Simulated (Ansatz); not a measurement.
# What Pb2SeO (built on the sites of a database entry of PbSe) distorts into, part 2 of 3

Which phase does Pb2SeO (built on the sites of a database entry of PbSe) fall into along its unstable mode, and how much energy does it gain?

Ansatz 0.2.0; DFT PBEsol, scalar-relativistic, plane waves, PAW.

So far. Step 4 (The mode frozen in, largest atomic shift 0.6 Å): The run ends at a pressure of 1.85 GPa, with forces up to 0.41 eV/Å.

The structure was built from a prototype and need not be the compound's stable phase.

## Step 5: Energy along the mode, all amplitudes (two of the runs are shown above)

An imaginary frequency means negative curvature, so the energy should fall and then rise again as anharmonic terms take over.

Numbers from this step:

```yaml
depth_at_the_lowest_point_sampled: 30.19 meV/atom
largest_atomic_shift_at_that_point: 0.6 Å
```

Energy from the parent against largest atomic shift:

```
largest atomic shift (Å)  energy from the parent (meV/atom)
                   0.000                                  0
                   0.040                             -0.358
                   0.080                              -1.42
                   0.140                              -4.23
                   0.220                              -9.81
                   0.320                              -18.4
                   0.450                              -28.2
                   0.600                              -30.2
```

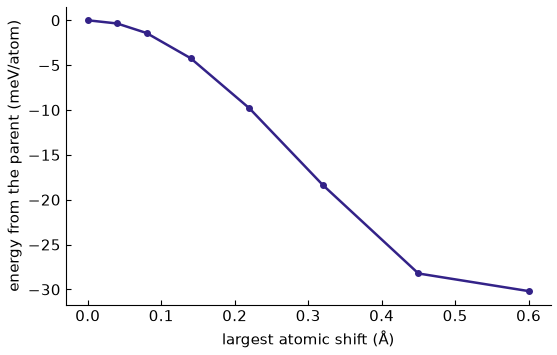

Energy from the parent, plotted against largest atomic shift.

Displacement at unit largest shift by atom:

| atom | x (Å) | y (Å) | z (Å) | size |
| --- | --- | --- | --- | --- |
| Pb1 | 0.00 | 0.00 | -0.07 | 0.07 |
| Pb2 | 0.00 | 0.00 | 0.02 | 0.02 |
| Se3 | 0.00 | 0.00 | -0.05 | 0.05 |
| O4 | 0.00 | 0.00 | 1.00 | 1.00 |

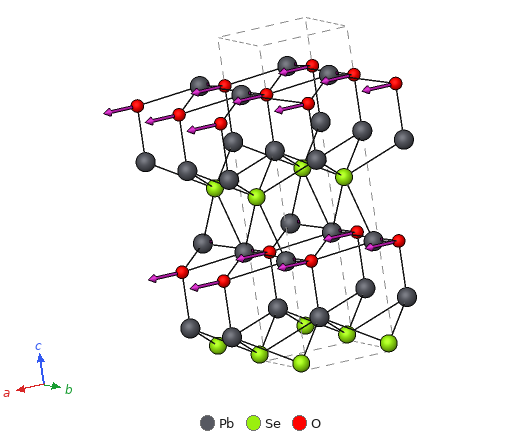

Displacement at unit largest shift as arrows, the longest 1 Å. 2×2×1 conventional cells are drawn. Some periodic images of atoms are drawn too.

The lowest of the steps tried is the last one, at 0.6 Å, 30.2 meV/atom below the parent; the bottom of the well need not coincide with a step.

## Step 6: Relaxing from the distorted cell

Starting from the lowest point found, all atoms and the cell are let go, so that strain and other modes of the same symmetry can join in.

input.yaml reads:

```yaml
crystal:
  lattice:
    - [1.8641447281, -6.5120773025, 0.0]
    - [1.8641447281, 6.5120773025, 0.0]
    - [0.0, 0.0, 3.8663254647]
  atoms:
    - { symbol: Pb, position: [0.6057161026, 0.3942838974, 0.7386801853] }
    - { symbol: Pb, position: [0.3232056694, 0.6767943306, 0.2525247154] }
    - { symbol: Se, position: [0.9214061829, 0.0785938171, 0.7416364493] }
    - { symbol: O, position: [0.1496720452, 0.8503279548, 0.4051861077] }
kpoints:
  mp_grid: { grid: [8, 8, 8] }
hamiltonian:
  xc: pbesol
scf:
  occupations: { method: fixed }
output:
  forces: true
  stress: true
  eigenvalues: true
relax:
  adjacent_minimum: "off"
  f_tol: 0.002
  max_steps: 120
  cell: { stress_tol: 0.03 }
```

The run is started by

```bash
ansatz run input.yaml --threads 8 --pin off --max-ram 14336MiB --backend cpu --events-out ev --progress --plain --runs-dir out
```

Numbers of over 12 decimals in the logs are rounded to 6 here.

The log of the run:

```text
[...]
Crystal: 4 atoms, lattice volume = 93.870 Å³
Basis set: ecut = 420 eV, 1819 PW (Γ), exchange–correlation on 96×96×54 points (8 copies of the dense FFT grid, shifted against one another)
Bands: 30, of which v1, the nominal top of the filled ones, is band 25 counted from 1 (24 counted from 0)
Symmetry: 2 space group operations
[...]
k-points: 150 of 512 (time reversal used)
[...]
SCF iter   1: F=—  HF=-29494.733552 eV  |F-HF|=—  |Δ(HF+E_count)|=         —  Δρ=1.09e-2  dr2=1.12e-1  ethr=1.77e-3  ⟨swp⟩=5.0  Hψ=17692  notcnv=0  defer=443
[...]
SCF iter   7: F=-29494.711950 eV  HF=-29494.711950 eV  |F-HF|=4.48e-8  |Δ(HF+E_count)|=   9.55e-8  Δρ=9.82e-6  dr2=9.64e-8  ethr=2.00e-10  ⟨swp⟩=11.7  Hψ=26658  notcnv=0
SCF 1 converged in 7 iterations: F = -29494.711950 eV  dr2 = 9.64e-8
[...]
relax step   1: F+E_penalty+E_count = -29494.71194968 eV  Δ(F+E_penalty+E_count) = +0.000e0 eV  max|allowed force component| = 3.766e-1 eV/Å  Δτ_max = 0.0000 Å  P = +1.849 GPa  Ω = 93.870 Å³  (7 SCF iters, dr2 threshold 1.00e-7 eV, accepted)
Crystal: 4 atoms, lattice volume = 99.341 Å³
Basis set: ecut = 420 eV, 1935 PW (Γ), exchange–correlation on 96×96×54 points (8 copies of the dense FFT grid, shifted against one another)
[...]
iter 1 solved again at ethr=5.89e-5 eV; its pass at ethr=3.10e-3 eV (dr2=2.95e-2 eV) is discarded
[...]
SCF iter   7: F=-29494.792683 eV  HF=-29494.792683 eV  |F-HF|=1.06e-7  |Δ(HF+E_count)|=   7.02e-7  Δρ=1.37e-5  dr2=2.40e-7  ethr=8.00e-10  ⟨swp⟩=13.1  Hψ=30491  notcnv=0
SCF 2 converged in 7 iterations: F = -29494.792683 eV  dr2 = 2.40e-7
relax step   2: F+E_penalty+E_count = -29494.79268338 eV  Δ(F+E_penalty+E_count) = -8.073e-2 eV  max|allowed force component| = 2.177e-1 eV/Å  Δτ_max = 0.1193 Å  P = -0.918 GPa  Ω = 99.341 Å³  energy of the carried Pulay correction = -5.066e-3 eV  (7 SCF iters, dr2 threshold 4.00e-7 eV, accepted)
Crystal: 4 atoms, lattice volume = 99.352 Å³
Basis set: ecut = 420 eV, 1933 PW (Γ), exchange–correlation on 96×96×54 points (8 copies of the dense FFT grid, shifted against one another)
[...]
SCF iter   6: F=-29494.816529 eV  HF=-29494.816529 eV  |F-HF|=5.50e-8  |Δ(HF+E_count)|=   1.57e-7  Δρ=1.50e-5  dr2=2.88e-7  ethr=8.00e-10  ⟨swp⟩=12.5  Hψ=30396  notcnv=0
SCF 3 converged in 6 iterations: F = -29494.816529 eV  dr2 = 2.88e-7
relax step   3: F+E_penalty+E_count = -29494.81652869 eV  Δ(F+E_penalty+E_count) = -2.385e-2 eV  max|allowed force component| = 1.368e-1 eV/Å  Δτ_max = 0.0354 Å  P = -0.501 GPa  Ω = 99.352 Å³  energy of the carried Pulay correction = -5.077e-3 eV  (6 SCF iters, dr2 threshold 4.00e-7 eV, accepted)
[... from here on, the SCF cycles and remarks between the steps are left out ...]
relax step   4: F+E_penalty+E_count = -29494.83826611 eV  Δ(F+E_penalty+E_count) = -2.174e-2 eV  max|allowed force component| = 1.688e-1 eV/Å  Δτ_max = 0.0921 Å  P = +0.512 GPa  Ω = 98.808 Å³  energy of the carried Pulay correction = -4.586e-3 eV  (7 SCF iters, dr2 threshold 4.00e-7 eV, accepted)
relax step   5: F+E_penalty+E_count = -29494.84259880 eV  Δ(F+E_penalty+E_count) = -4.333e-3 eV  max|allowed force component| = 1.776e-2 eV/Å  Δτ_max = 0.0243 Å  P = +0.061 GPa  Ω = 98.631 Å³  energy of the carried Pulay correction = -4.426e-3 eV  (6 SCF iters, dr2 threshold 4.00e-7 eV, accepted)
relax step   6: F+E_penalty+E_count = -29494.84329171 eV  Δ(F+E_penalty+E_count) = -6.929e-4 eV  max|allowed force component| = 7.059e-3 eV/Å  Δτ_max = 0.0115 Å  P = -0.063 GPa  Ω = 98.825 Å³  energy of the carried Pulay correction = -4.601e-3 eV  (6 SCF iters, dr2 threshold 6.70e-8 eV, accepted)
relax step   7: F+E_penalty+E_count = -29494.84409661 eV  Δ(F+E_penalty+E_count) = -8.049e-4 eV  max|allowed force component| = 1.416e-2 eV/Å  Δτ_max = 0.0145 Å  P = -0.012 GPa  Ω = 98.551 Å³  energy of the carried Pulay correction = -4.353e-3 eV  (7 SCF iters, dr2 threshold 4.70e-8 eV, accepted)
relax step   8: F+E_penalty+E_count = -29494.84423509 eV  Δ(F+E_penalty+E_count) = -1.385e-4 eV  max|allowed force component| = 8.806e-3 eV/Å  Δτ_max = 0.0060 Å  P = +0.005 GPa  Ω = 98.442 Å³  energy of the carried Pulay correction = -4.254e-3 eV  (6 SCF iters, dr2 threshold 1.25e-8 eV, accepted)
relax step   9: F+E_penalty+E_count = -29494.84418778 eV  Δ(F+E_penalty+E_count) = +4.731e-5 eV  max|allowed force component| = 5.018e-3 eV/Å  Δτ_max = 0.0016 Å  P = -0.033 GPa  Ω = 98.490 Å³  energy of the carried Pulay correction = -4.297e-3 eV  (6 SCF iters, dr2 threshold 4.85e-9 eV, rejected (line search))
relax step  10: F+E_penalty+E_count = -29494.84424721 eV  Δ(F+E_penalty+E_count) = -1.212e-5 eV  max|allowed force component| = 2.024e-3 eV/Å  Δτ_max = 0.0017 Å  P = +0.002 GPa  Ω = 98.439 Å³  energy of the carried Pulay correction = -4.251e-3 eV  (8 SCF iters, accepted)
relax step  11: F+E_penalty+E_count = -29494.84423582 eV  Δ(F+E_penalty+E_count) = +1.139e-5 eV  max|allowed force component| = 1.839e-3 eV/Å  Δτ_max = 0.0010 Å  P = +0.001 GPa  Ω = 98.452 Å³  energy of the carried Pulay correction = -4.263e-3 eV  (6 SCF iters, dr2 threshold 2.56e-10 eV, accepted)
relax step  12: F+E_penalty+E_count = -29494.86202041 eV  Δ(F+E_penalty+E_count) = -1.778e-2 eV  max|allowed force component| = 2.299e-3 eV/Å  Δτ_max = 0.0000 Å  P = +0.218 GPa  Ω = 98.452 Å³  stress off target by 5.75e-1 GPa  SCF on the basis re-selected at this cell (its energy is not comparable with the rows above)  (9 SCF iters)
relax step  13: F+E_penalty+E_count = -29494.86576347 eV  Δ(F+E_penalty+E_count) = -3.743e-3 eV  max|allowed force component| = 2.514e-2 eV/Å  Δτ_max = 0.0372 Å  P = +0.003 GPa  Ω = 99.059 Å³  energy of the carried Pulay correction = -5.413e-4 eV  (6 SCF iters, dr2 threshold 4.00e-7 eV, accepted)
relax step  14: F+E_penalty+E_count = -29494.86664657 eV  Δ(F+E_penalty+E_count) = -8.831e-4 eV  max|allowed force component| = 2.371e-2 eV/Å  Δτ_max = 0.0191 Å  P = -0.041 GPa  Ω = 99.325 Å³  energy of the carried Pulay correction = -8.067e-4 eV  (6 SCF iters, dr2 threshold 1.14e-7 eV, accepted)
relax step  15: F+E_penalty+E_count = -29494.86661711 eV  Δ(F+E_penalty+E_count) = +2.945e-5 eV  max|allowed force component| = 1.580e-2 eV/Å  Δτ_max = 0.0082 Å  P = +0.062 GPa  Ω = 99.437 Å³  energy of the carried Pulay correction = -9.470e-4 eV  (6 SCF iters, dr2 threshold 3.51e-8 eV, accepted)
relax step  16: F+E_penalty+E_count = -29494.86666575 eV  Δ(F+E_penalty+E_count) = -4.864e-5 eV  max|allowed force component| = 7.101e-3 eV/Å  Δτ_max = 0.0032 Å  P = +0.010 GPa  Ω = 99.483 Å³  energy of the carried Pulay correction = -9.795e-4 eV  (5 SCF iters, dr2 threshold 6.08e-8 eV, accepted)
relax step  17: F+E_penalty+E_count = -29494.86667866 eV  Δ(F+E_penalty+E_count) = -1.290e-5 eV  max|allowed force component| = 2.804e-3 eV/Å  Δτ_max = 0.0012 Å  P = -0.006 GPa  Ω = 99.480 Å³  energy of the carried Pulay correction = -9.774e-4 eV  (5 SCF iters, dr2 threshold 3.15e-9 eV, accepted)
relax step  18: F+E_penalty+E_count = -29494.86674097 eV  Δ(F+E_penalty+E_count) = -6.232e-5 eV  max|allowed force component| = 2.530e-3 eV/Å  Δτ_max = 0.0018 Å  P = +0.011 GPa  Ω = 99.422 Å³  energy of the carried Pulay correction = -9.227e-4 eV  (7 SCF iters, dr2 threshold 4.91e-10 eV, accepted)
relax step  19: F+E_penalty+E_count = -29494.86671732 eV  Δ(F+E_penalty+E_count) = +2.366e-5 eV  max|allowed force component| = 8.552e-4 eV/Å  Δτ_max = 0.0004 Å  P = +0.003 GPa  Ω = 99.448 Å³  energy of the carried Pulay correction = -9.489e-4 eV  (6 SCF iters, dr2 threshold 4.00e-10 eV, accepted)
relax step  20: F+E_penalty+E_count = -29494.86859701 eV  Δ(F+E_penalty+E_count) = -1.880e-3 eV  max|allowed force component| = 7.994e-4 eV/Å  Δτ_max = 0.0000 Å  P = +0.016 GPa  Ω = 99.448 Å³  stress off target by 7.59e-2 GPa  SCF on the basis re-selected at this cell (its energy is not comparable with the rows above)  (8 SCF iters)
relax step  21: F+E_penalty+E_count = -29494.86863824 eV  Δ(F+E_penalty+E_count) = -4.123e-5 eV  max|allowed force component| = 4.363e-3 eV/Å  Δτ_max = 0.0036 Å  P = +0.000 GPa  Ω = 99.514 Å³  energy of the carried Pulay correction = -6.140e-5 eV  (6 SCF iters, dr2 threshold 1.44e-8 eV, accepted)
relax step  22: F+E_penalty+E_count = -29494.86864273 eV  Δ(F+E_penalty+E_count) = -4.496e-6 eV  max|allowed force component| = 3.683e-3 eV/Å  Δτ_max = 0.0054 Å  P = -0.004 GPa  Ω = 99.587 Å³  energy of the carried Pulay correction = -1.300e-4 eV  (7 SCF iters, dr2 threshold 4.79e-9 eV, accepted)
relax step  23: F+E_penalty+E_count = -29494.86865070 eV  Δ(F+E_penalty+E_count) = -7.973e-6 eV  max|allowed force component| = 3.226e-4 eV/Å  Δτ_max = 0.0014 Å  P = +0.001 GPa  Ω = 99.589 Å³  energy of the carried Pulay correction = -1.324e-4 eV  (6 SCF iters, dr2 threshold 8.48e-10 eV, accepted)
[...]
SCF iter   7: F=-29494.868796 eV  HF=-29494.868796 eV  |F-HF|=1.46e-11  |Δ(HF+E_count)|=  1.09e-11  Δρ=4.79e-8  dr2=3.26e-12  ethr=1.00e-12  ⟨swp⟩=12.7  Hψ=27342  notcnv=0
SCF 24 converged in 7 iterations: F = -29494.868796 eV  dr2 = 3.26e-12
relax step  24: F+E_penalty+E_count = -29494.86879629 eV  Δ(F+E_penalty+E_count) = -1.456e-4 eV  max|allowed force component| = 3.237e-4 eV/Å  Δτ_max = 0.0000 Å  P = +0.002 GPa  Ω = 99.589 Å³  stress off target by 1.33e-2 GPa  SCF on the basis re-selected at this cell (its energy is not comparable with the rows above)  (7 SCF iters)
[...]
SCF converged after 7 iterations
Free energy (F): -29494.868796 eV
[...]
Internal energy: -29494.868796 eV  (E = F + TS)
E sigma→0 (E₀):  -29494.868796 eV
Fermi energy:    8.380295 eV
[...]
--- Forces (eV/Å), atoms counted from 1 ---
  atom   1  Pb     0.00000000    -0.00017192     0.00028269
  atom   2  Pb    -0.00000000     0.00026614     0.00029816
  atom   3  Se     0.00000000     0.00018606    -0.00025711
  atom   4  O     -0.00000000    -0.00028046    -0.00032374
  max |Σ_I F_I| component: 1.97e-7 eV/Å
--- Stress (GPa, compression-positive) ---
       -0.001138      -0.000000      -0.000000
       -0.000000      -0.007030       0.003309
       -0.000000       0.003309       0.012716
  P = ⅓ Tr σ = 0.0015 GPa (0.015 kbar)
--- Band table (eV; the first three rows and the last of 150) ---
  k-point 0: bands = [... 21 lower, 5.4544, 6.1934, 7.1058, 7.3280, 10.5523, 12.0895, 12.7467, 13.5768, ... 1 higher]
  k-point 1: bands = [... 21 lower, 5.6856, 6.6136, 7.2582, 7.3883, 10.3321, 11.6822, 12.8703, 13.4666, ... 1 higher]
  k-point 2: bands = [... 21 lower, 5.7841, 6.7653, 7.5444, 7.9949, 9.9242, 11.0184, 13.0797, 13.1569, ... 1 higher]
  k-point 149: bands = [... 21 lower, 5.6340, 7.1722, 7.6713, 7.8664, 9.7368, 10.0864, 12.4122, 12.8480, ... 1 higher]
--- Relaxed structure (21 steps of the walk, 20 accepted, 3 SCFs on fresh bases) ---
  F+E_penalty+E_count = -29494.86879629 eV   max|allowed force component| = 3.237e-4 eV/Å   (the final SCF, on the basis selected at the relaxed cell)
  cell:  # Å, volume = 99.5893 Å³
    - [1.850101, -6.125134, -0.338493]
    - [1.850101, 6.125134, 0.338493]
    - [2.2312031401525213e-17, 0.200969, 4.405221]
  atoms:
    - { symbol: Pb, position: [0.617316, 0.382684, 0.725635] }
    - { symbol: Pb, position: [0.320088, 0.679912, 0.263592] }
    - { symbol: Se, position: [0.908280, 0.091720, 0.709680] }
    - { symbol: O, position: [0.154316, 0.845684, 0.439120] }
```

Elapsed: 95 s, on 8 threads of Intel Xeon Platinum 8488C (Sapphire Rapids), shared host; peak memory 0.86 GiB.

Step by step (22 of 24):

```csv
step,energy less that of the first step (eV),largest force component (eV/Å),pressure (GPa),volume (Å³)
1,0.0000,0.3766,1.85,93.87
2,-0.0807,0.2177,-0.92,99.34
3,-0.1046,0.1368,-0.50,99.35
4,-0.1263,0.1688,0.51,98.81
5,-0.1306,0.0178,0.06,98.63
6,-0.1313,0.0071,-0.06,98.82
8,-0.1323,0.0088,0.00,98.44
9,-0.1322,0.0050,-0.03,98.49
10,-0.1323,0.0020,0.00,98.44
11,-0.1323,0.0018,0.00,98.45
12*,-0.1501,0.0023,0.22,98.45
13,-0.1538,0.0251,0.00,99.06
14,-0.1547,0.0237,-0.04,99.32
15,-0.1547,0.0158,0.06,99.44
16,-0.1547,0.0071,0.01,99.48
17,-0.1547,0.0028,-0.01,99.48
19,-0.1548,0.0009,0.00,99.45
20*,-0.1566,0.0008,0.02,99.45
21,-0.1567,0.0044,0.00,99.51
22,-0.1567,0.0037,0.00,99.59
23,-0.1567,0.0003,0.00,99.59
24*,-0.1568,0.0003,0.00,99.59
```

Relaxation steps marked * repeat the geometry before them on a plane-wave basis chosen anew for their cell, so energy and pressure can jump there. Other such steps can lie between the rows shown. Relaxation step 9 was tried and not accepted.

The run keeps the 2 symmetry operations that it works with, so distortions that break them were not tested.

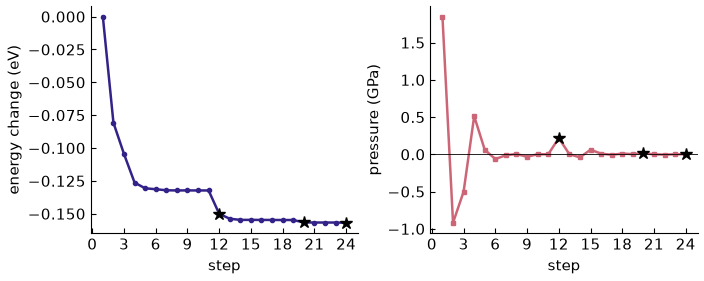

Energy and pressure along the relaxation. Stars mark steps on a basis chosen anew.

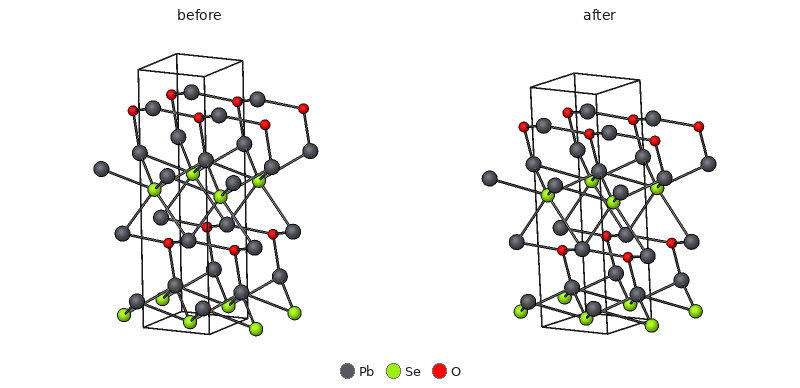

Before and after, at one scale.

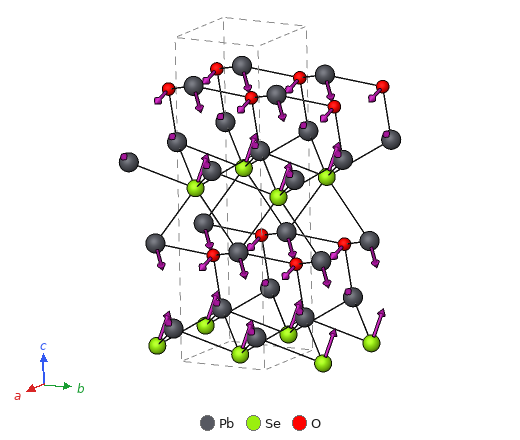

Displacements in the relaxation, exaggerated, measured against the changing cell; the longest in the cell stands for 0.20 Å. 2×2×1 conventional cells are drawn. Some periodic images of atoms are drawn too.

```csv
cell as run,before,after,change
a (Å),6.774,6.407,-5.4 %
b (Å),6.774,6.407,-5.4 %
c (Å),3.866,4.410,+14.1 %
α (°),90.00,84.47,-6.1 %
β (°),90.00,95.53,+6.1 %
γ (°),148.05,146.43,-1.1 %
volume (Å³/atom),23.47,24.90,+6.1 %
```

The atoms that moved most (Å, as changes of fractional coordinates times the final cell):

| atom | dx | dy | dz | length |
| --- | --- | --- | --- | --- |
| Se3 | 0.000 | 0.154 | -0.132 | 0.203 |
| Pb1 | 0.000 | -0.145 | -0.065 | 0.159 |
| O4 | 0.000 | -0.050 | 0.146 | 0.155 |
| Pb2 | 0.000 | 0.040 | 0.051 | 0.065 |

Final coordinates:

```xyz
4
Lattice="1.8501 -6.1251 -0.3385 1.8501 6.1251 0.3385 0.0000 0.2010 4.4052" Properties=species:S:1:pos:R:3 pbc="T T T"
Pb    1.8501   -1.2913    3.1172
Pb    1.8501    2.2569    1.2830
Se    1.8501   -4.8589    2.8499
O     1.8501    4.3230    2.1684
```

This step gave:

```yaml
pressure: 0.001516 GPa
gap_on_the_k_mesh: 0.6578 eV
volume_per_atom: 24.90 Å³
```

The distorted start has space group Cm; the relaxation ends in Cm.

## Step 7: The new phase in its own primitive cell

The relaxed structure is symmetrised, reduced to its primitive cell and relaxed tightly, as its phonons need.

input.yaml reads:

```yaml
crystal:
  lattice:
    - [6.1344802575, -1.8501013797, 0.0]
    - [6.1344802575, 1.8501013797, 0.0]
    - [-0.4437375388, 0.0, 4.3874203472]
  atoms:
    - { symbol: Pb, position: [0.6173164133, 0.6173164133, 0.7256351422] }
    - { symbol: Pb, position: [0.3200878605, 0.3200878605, 0.2635916006] }
    - { symbol: Se, position: [0.9082800909, 0.9082800909, 0.7096802288] }
    - { symbol: O, position: [0.1543156353, 0.1543156353, 0.4391204861] }
kpoints:
  mp_grid: { grid: [6, 6, 6] }
hamiltonian:
  xc: pbesol
scf:
  occupations: { method: fixed }
output:
  forces: true
  stress: true
  eigenvalues: true
relax:
  adjacent_minimum: "off"
  f_tol: 0.001
  max_steps: 60
  cell: { stress_tol: 0.01 }
```

The log of the run:

```text
[...]
Crystal: 4 atoms, lattice volume = 99.589 Å³
Basis set: ecut = 420 eV, 1959 PW (Γ), exchange–correlation on 90×90×60 points (8 copies of the dense FFT grid, shifted against one another)
Bands: 30, of which v1, the nominal top of the filled ones, is band 25 counted from 1 (24 counted from 0)
Symmetry: 2 space group operations
[...]
k-points: 68 of 216 (time reversal used)
[...]
cell:  # Å, volume = 99.6039 Å³
    - [6.140856, -1.849749, -0.00733683]
    - [6.140856, 1.849749, -0.00733683]
    - [-0.449446, 8.098144799910876e-19, 4.384880]
  atoms:
    - { symbol: Pb, position: [0.617201, 0.617201, 0.725774] }
    - { symbol: Pb, position: [0.319756, 0.319756, 0.263424] }
    - { symbol: Se, position: [0.908591, 0.908591, 0.709208] }
    - { symbol: O, position: [0.154452, 0.154452, 0.439621] }
[key lines of the parts left out:]
SCF converged after 6 iterations
Free energy (F): -29494.865832 eV
Fermi energy:    8.326373 eV
P = ⅓ Tr σ = 0.0013 GPa (0.013 kbar)
```

Run time: 13 s. Hardware: 8 threads; peak memory 0.65 GiB; 94 s of CPU time.

Relaxation path:

```csv
step,energy less that of the first step (eV),largest force component (eV/Å),pressure (GPa),volume (Å³)
1,0.0000,0.0044,0.01,99.59
2,0.0000,0.0035,-0.01,99.61
3,0.0000,0.0062,-0.01,99.63
4,0.0000,0.0018,0.00,99.61
5,0.0000,0.0016,0.00,99.61
6,0.0000,0.0004,0.00,99.60
7*,0.0000,0.0004,0.00,99.60
```

Relaxation steps marked * repeat the geometry before them on a plane-wave basis chosen anew for their cell, so energy and pressure can jump there.

The run keeps the 2 symmetry operations that it works with, so distortions that break them were not tested.

```csv
cell as run,before,after,change
a (Å),6.407,6.413,+0.1 %
b (Å),6.407,6.413,+0.1 %
c (Å),4.410,4.408,-0.0 %
α (°),95.53,95.67,+0.1 %
β (°),95.53,95.67,+0.1 %
γ (°),33.57,33.53,-0.1 %
volume (Å³/atom),24.90,24.90,+0.0 %
```

Final coordinates:

```xyz
4
Lattice="6.1409 -1.8497 -0.0073 6.1409 1.8497 -0.0073 -0.4494 0.0000 4.3849" Properties=species:S:1:pos:R:3 pbc="T T T"
Pb    7.2541    0.0000    3.1734
Pb    3.8088    0.0000    1.1504
Se   10.8403    0.0000    3.0965
O     1.6994    0.0000    1.9254
```

Numbers from this step:

```yaml
pressure: 0.001253 GPa
gap_on_the_k_mesh: 0.6927 eV
direct_gap_on_mesh: 1.284 eV
```

The largest force component left is 0.37 meV/Å and the pressure is 0.001 GPa, within the tolerances set. The cell now holds 24.90 Å³/atom.

(Continued in part 3 of 3.)

[Logs are printed without paths, hosts, clocks, repeated set-up lines and the standing remarks that a program may print on its own settings, such as how far it seeks lower states.]

[Hosts, paths, dates, database ids (printed as entryN), source tags and the programs' standing remarks are cut or masked in the printed files.]
